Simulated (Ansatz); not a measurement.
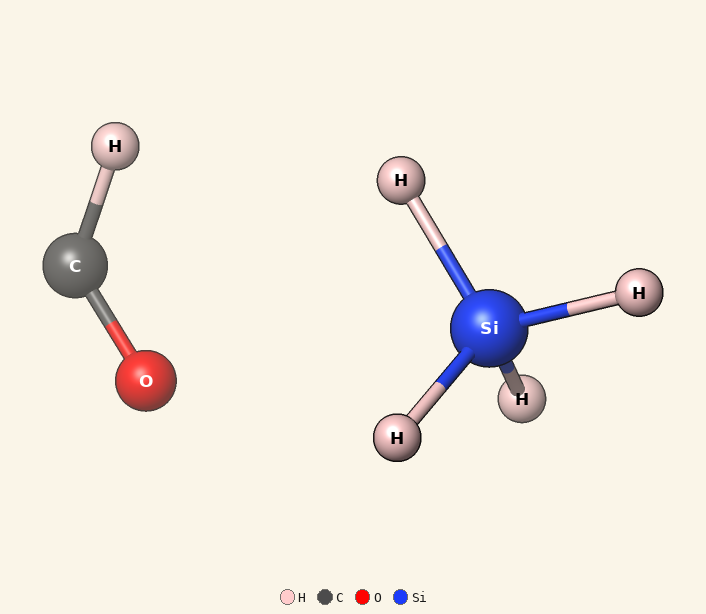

Distant atoms are faded towards the background colour. State: neutral, doublet. The computed structure is the end point of a PBE0-D4/def2-TZVP optimisation.

Which symmetry elements does this geometry have?

It has 1 mirror plane, so the point group is Cs. The group has 2 operations. The geometry is achiral, and symmetry allows a dipole moment.
